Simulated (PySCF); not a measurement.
# Yb(CH3)2: other functionals and bases at one geometry

How far do other levels of theory move the description of Yb(CH3)2, and what does each cost? The structure is generated, not taken from experiment.

Method: several levels, as the steps say, no spin–orbit coupling; program: PySCF 2.14.0.

1 further run of the same task is left out (for a known fault of the program). Runs told in other sessions of the task aren't counted.

**1. Starting geometry**

9 atoms, charge 0, spin multiplicity 1.

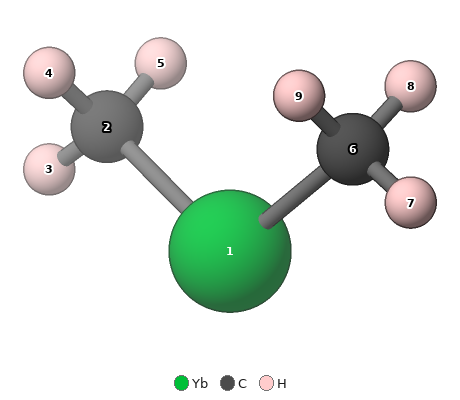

The structure; ytterbium green, carbon dark grey, hydrogen pink; atoms are numbered from 1 in the order of the file.

Coordinates:

```xyz
9
C2H6Yb
Yb    0.0000    0.0000   -0.4676
C     2.0412    0.0000    0.8341
H     3.0014    0.0000    0.2822
H     2.0741    0.8814    1.5052
H     2.0741   -0.8814    1.5052
C    -2.0412    0.0000    0.8341
H    -3.0014    0.0000    0.2822
H    -2.0741   -0.8814    1.5052
H    -2.0741    0.8814    1.5052
```

Formal oxidation states: Yb +2. An earlier session relaxed this geometry at PBE0, Yb def2-SVP with ECP28, C def2-SVP, H def2-SVP (singlet, point group C2v).

At PBE0 on the finer grid: E = -1238.784183 Eh, HOMO -4.88 eV, LUMO -1.55 eV, Mulliken charge on Yb1 +0.90 e, largest force component 0.005 eV/Å. 

Levels to run: HF; B3LYP; PBE0, TZVP. Hardware: 4 threads of Arm Neoverse V1, shared host.

**2. HF**

Contents of run.py (the lines that set the calculation):

```python
mol = gto.M(atom='''
Yb     0.00000     0.00000    -0.46760
C      2.04121     0.00000     0.83406
H      3.00143     0.00000     0.28218
H      2.07409     0.88141     1.50523
H      2.07409    -0.88141     1.50523
C     -2.04121     0.00000     0.83406
H     -3.00143     0.00000     0.28218
H     -2.07409    -0.88141     1.50523
H     -2.07409     0.88141     1.50523''',
    basis={'Yb': 'def2-SVP', 'C': 'def2-SVP', 'H': 'def2-SVP'},
    ecp={'Yb': 'def2-SVP'},
    charge=0, spin=0)
mf = scf.RHF(mol)
mf = mf.density_fit()  # fitting sets: Yb def2-universal-JKFIT, C def2-universal-JKFIT, H def2-universal-JKFIT
mf.conv_tol = 1e-08; mf.max_cycle = 55
mf.kernel(dm0)  # dm0: the density of the relaxed state
```

On the command line:

```console
$ OMP_NUM_THREADS=4 python run.py
```

Standard output:

```text
init E= -1234.73164597167
  HOMO = -0.279144664194146  LUMO = 0.00404361135298004  gap/eV = 7.70595
cycle= 1 E= -1234.75317538185  delta_E= -0.0215  |g|= 0.48  |ddm|= 0.451
  HOMO = -0.283341291578342  LUMO = 0.000453219056719689  gap/eV = 7.72244
cycle= 2 E= -1234.73906749094  delta_E= 0.0141  |g|= 0.795  |ddm|= 0.341
  HOMO = -0.285273131226592  LUMO = -0.000651293621338311  gap/eV = 7.74495
cycle= 3 E= -1234.76350146277  delta_E= -0.0244  |g|= 0.0394  |ddm|= 0.182
  HOMO = -0.2839297289974  LUMO = -0.0016207563461812  gap/eV = 7.68202
cycle= 4 E= -1234.76385979848  delta_E= -0.000358  |g|= 0.0103  |ddm|= 0.057
  HOMO = -0.285638976925743  LUMO = -0.00194441054174277  gap/eV = 7.71972
cycle= 5 E= -1234.76392739771  delta_E= -6.76e-05  |g|= 0.00478  |ddm|= 0.0217
  HOMO = -0.28531280375778  LUMO = -0.00218762234414527  gap/eV = 7.70423
cycle= 6 E= -1234.7639622674  delta_E= -3.49e-05  |g|= 0.00261  |ddm|= 0.0226
  HOMO = -0.285397784228522  LUMO = -0.00218966607824811  gap/eV = 7.70649
cycle= 7 E= -1234.76396664297  delta_E= -4.38e-06  |g|= 0.000997  |ddm|= 0.00687
  HOMO = -0.285377616651246  LUMO = -0.00219825507270954  gap/eV = 7.70570
cycle= 8 E= -1234.76396768349  delta_E= -1.04e-06  |g|= 0.000541  |ddm|= 0.00262
  HOMO = -0.285359945524629  LUMO = -0.00217834708381659  gap/eV = 7.70576
cycle= 9 E= -1234.76396794281  delta_E= -2.59e-07  |g|= 0.000194  |ddm|= 0.0014
  HOMO = -0.285365610421827  LUMO = -0.00217994723522708  gap/eV = 7.70587
cycle= 10 E= -1234.76396796745  delta_E= -2.46e-08  |g|= 6.92e-05  |ddm|= 0.000397
  HOMO = -0.285365397817873  LUMO = -0.00218188275403008  gap/eV = 7.70582
cycle= 11 E= -1234.76396797229  delta_E= -4.84e-09  |g|= 2.26e-05  |ddm|= 0.000185
  HOMO = -0.285365395698829  LUMO = -0.00218195898822771  gap/eV = 7.70581
Extra cycle  E= -1234.7639679727  delta_E= -4.09e-10  |g|= 1.73e-05  |ddm|= 3.18e-05
converged SCF energy = -1234.7639679727
```

It took 3.4 s on 4 threads of Arm Neoverse V1, shared host.

Result: E = -1234.763968 Eh, HOMO -7.77 eV, LUMO -0.06 eV, Mulliken charge on Yb1 +1.10 e, largest force component 0.781 eV/Å. 

**3. B3LYP**

Edit run.py (the lines that set the calculation) of step 2 so:

```diff
@@ -13,3 +13,4 @@
     charge=0, spin=0)
-mf = scf.RHF(mol)
+mf = dft.RKS(mol, xc='B3LYP')
+mf.grids.atom_grid = (75, 302)  # f atoms: unpruned, at least (60, 302)
 mf = mf.density_fit()  # fitting sets: Yb def2-universal-JKFIT, C def2-universal-JKFIT, H def2-universal-JKFIT
```

On the command line:

```console
$ OMP_NUM_THREADS=4 python run.py
```

Standard output:

```text
init E= -1239.02672455862
  HOMO = -0.152538626742102  LUMO = -0.0665518008471473  gap/eV = 2.33982
cycle= 1 E= -1239.02740159703  delta_E= -0.000677  |g|= 0.135  |ddm|= 0.226
  HOMO = -0.180833253981755  LUMO = -0.0699369377402803  gap/eV = 3.01764
cycle= 2 E= -1239.01970319055  delta_E= 0.0077  |g|= 0.443  |ddm|= 0.189
  HOMO = -0.169147603650839  LUMO = -0.0684158952687284  gap/eV = 2.74105
cycle= 3 E= -1239.02831466794  delta_E= -0.00861  |g|= 0.0154  |ddm|= 0.132
  HOMO = -0.166889636140979  LUMO = -0.0683152190714651  gap/eV = 2.68235
cycle= 4 E= -1239.02833767236  delta_E= -2.3e-05  |g|= 0.00511  |ddm|= 0.0142
  HOMO = -0.167020641494851  LUMO = -0.0683024329029465  gap/eV = 2.68626
cycle= 5 E= -1239.02834004921  delta_E= -2.38e-06  |g|= 0.00412  |ddm|= 0.00442
  HOMO = -0.167457662395815  LUMO = -0.068383154839502  gap/eV = 2.69595
cycle= 6 E= -1239.02834134284  delta_E= -1.29e-06  |g|= 0.00145  |ddm|= 0.0035
  HOMO = -0.167653894062901  LUMO = -0.0684200020827852  gap/eV = 2.70029
cycle= 7 E= -1239.02834158986  delta_E= -2.47e-07  |g|= 0.000343  |ddm|= 0.00197
  HOMO = -0.167689986603487  LUMO = -0.0684176416558095  gap/eV = 2.70134
cycle= 8 E= -1239.02834162357  delta_E= -3.37e-08  |g|= 6.41e-05  |ddm|= 0.000845
  HOMO = -0.16770516832385  LUMO = -0.0684225454922291  gap/eV = 2.70162
cycle= 9 E= -1239.02834162451  delta_E= -9.4e-10  |g|= 8.28e-06  |ddm|= 0.000113
  HOMO = -0.167704768151415  LUMO = -0.068421730772446  gap/eV = 2.70163
Extra cycle  E= -1239.02834162455  delta_E= -4.05e-11  |g|= 1.14e-05  |ddm|= 2.45e-05
converged SCF energy = -1239.02834162455
```

Wall time 6.7 s (4 threads of Arm Neoverse V1, shared host).

It gives: E = -1239.028342 Eh, HOMO -4.56 eV, LUMO -1.86 eV, Mulliken charge on Yb1 +0.83 e, largest force component 0.157 eV/Å. 

**4. PBE0, TZVP**

Basis: Yb def2-TZVP with ECP28, C def2-TZVP, H def2-TZVP. 

Edit run.py (the lines that set the calculation) of step 3 so:

```diff
@@ -10,6 +10,6 @@
 H     -2.07409     0.88141     1.50523''',
-    basis={'Yb': 'def2-SVP', 'C': 'def2-SVP', 'H': 'def2-SVP'},
-    ecp={'Yb': 'def2-SVP'},
+    basis={'Yb': 'def2-TZVP', 'C': 'def2-TZVP', 'H': 'def2-TZVP'},
+    ecp={'Yb': 'def2-TZVP'},
     charge=0, spin=0)
-mf = dft.RKS(mol, xc='B3LYP')
+mf = dft.RKS(mol, xc='PBE0')
 mf.grids.atom_grid = (75, 302)  # f atoms: unpruned, at least (60, 302)
@@ -17,2 +17,2 @@
 mf.conv_tol = 1e-08; mf.max_cycle = 55
-mf.kernel(dm0)  # dm0: the density of the relaxed state
+mf.kernel(dm0)  # dm0: free metal ions and neutral atoms
```

On the command line:

```console
$ OMP_NUM_THREADS=4 python run.py
```

Standard output:

```text
init E= -1243.17011878269
  HOMO = -0.130809937114646  LUMO = -0.12554095032978  gap/eV = 0.14338
cycle= 1 E= -1237.93505865316  delta_E= 5.24  |g|= 1.92  |ddm|= 3.63
  HOMO = 0.0232121915624928  LUMO = 0.0287133380987492  gap/eV = 0.14969
cycle= 2 E= -1124.78930570909  delta_E=  113  |g|= 25.4  |ddm|= 26.2
  HOMO = -0.210937440972433  LUMO = -0.0826088595831678  gap/eV = 3.49200
cycle= 3 E= -1237.91614097808  delta_E= -113  |g|= 2.57  |ddm|=   26
  HOMO = -0.224044212706692  LUMO = -0.0609356116132815  gap/eV = 4.43841
cycle= 4 E= -1238.88771030975  delta_E= -0.972  |g|= 1.06  |ddm|= 1.21
  HOMO = -0.228003640203298  LUMO = -0.0989376522392931  gap/eV = 3.51206
cycle= 5 E= -1238.89968551648  delta_E= -0.012  |g|=  0.8  |ddm|= 0.673
  HOMO = -0.179217538975718  LUMO = -0.057137282568096  gap/eV = 3.32197
cycle= 6 E= -1238.94061058307  delta_E= -0.0409  |g|= 0.353  |ddm|= 0.572
  HOMO = -0.19484940404495  LUMO = -0.0588978458437559  gap/eV = 3.69943
cycle= 7 E= -1238.94522404964  delta_E= -0.00461  |g|= 0.178  |ddm|= 0.153
  HOMO = -0.188394498941405  LUMO = -0.0617820782780214  gap/eV = 3.44530
cycle= 8 E= -1238.94746565795  delta_E= -0.00224  |g|= 0.0519  |ddm|= 0.0796
  HOMO = -0.184488452580835  LUMO = -0.0602319581521797  gap/eV = 3.38119
cycle= 9 E= -1238.9478085468  delta_E= -0.000343  |g|= 0.00799  |ddm|= 0.0323
  HOMO = -0.184087906563971  LUMO = -0.0605557604434495  gap/eV = 3.36148
cycle= 10 E= -1238.94782077768  delta_E= -1.22e-05  |g|= 0.00664  |ddm|= 0.0114
  HOMO = -0.184428288387609  LUMO = -0.0606261784741164  gap/eV = 3.36883
cycle= 11 E= -1238.94782459189  delta_E= -3.81e-06  |g|= 0.00147  |ddm|= 0.00529
  HOMO = -0.18465405250025  LUMO = -0.0606926498042419  gap/eV = 3.37316
cycle= 12 E= -1238.94782534213  delta_E= -7.5e-07  |g|= 0.000407  |ddm|= 0.00389
  HOMO = -0.184716294033786  LUMO = -0.0607067927870375  gap/eV = 3.37447
cycle= 13 E= -1238.94782543384  delta_E= -9.17e-08  |g|= 0.000135  |ddm|= 0.00164
  HOMO = -0.184725708910562  LUMO = -0.0607076136658549  gap/eV = 3.37470
cycle= 14 E= -1238.94782543812  delta_E= -4.28e-09  |g|= 2.91e-05  |ddm|= 0.000337
  HOMO = -0.184731848332367  LUMO = -0.0607076938452344  gap/eV = 3.37487
Extra cycle  E= -1238.94782543806  delta_E= 5.78e-11  |g|= 7.14e-05  |ddm|= 5.8e-05
converged SCF energy = -1238.94782543806
```

It took 18 s on 4 threads of Arm Neoverse V1, shared host.

It gives: E = -1238.947825 Eh, HOMO -5.03 eV, LUMO -1.65 eV, Mulliken charge on Yb1 +1.04 e, largest force component 0.270 eV/Å. 

**5. Results**

| level | state | HOMO (eV) | gap (eV) | charge on Yb1 (e) | dipole (D) | largest force component (eV/Å) | basis functions | time |
| --- | --- | --- | --- | --- | --- | --- | --- | --- |
| PBE0 (relaxed here) | singlet | -4.88 | 3.33 | 0.90 | 5.35 | 0.00 | 139 | 22 s |
| HF | singlet | -7.77 | 7.71 | 1.10 | 6.66 | 0.78 | 139 | 3.4 s |
| B3LYP | singlet | -4.56 | 2.70 | 0.83 | 5.02 | 0.16 | 139 | 6.7 s |
| PBE0, TZVP | singlet | -5.03 | 3.37 | 1.04 | 5.59 | 0.27 | 194 | 18 s |

Times are on 4 threads of Arm Neoverse V1, shared host; the first row also made further properties.

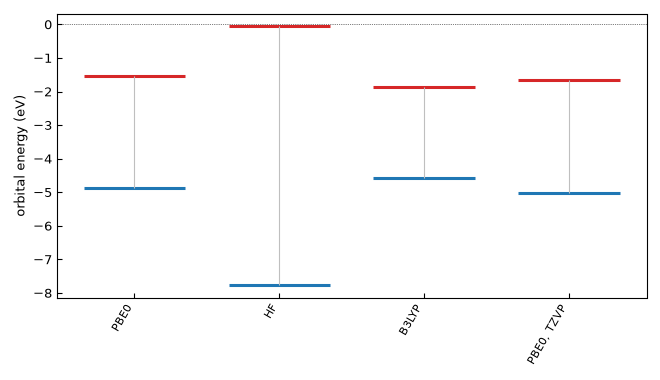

Highest filled and lowest empty level, method by method.

In one basis the HOMO–LUMO gap runs from 2.70 eV (B3LYP) to 7.71 eV (HF). The largest leftover force, 0.78 eV/Å with HF, stands at a geometry relaxed at another level. The Mulliken charge on Yb spans +0.83 to +1.10 e over the levels. Total energies of different levels can't be compared. Spin–orbit coupling is left out throughout.
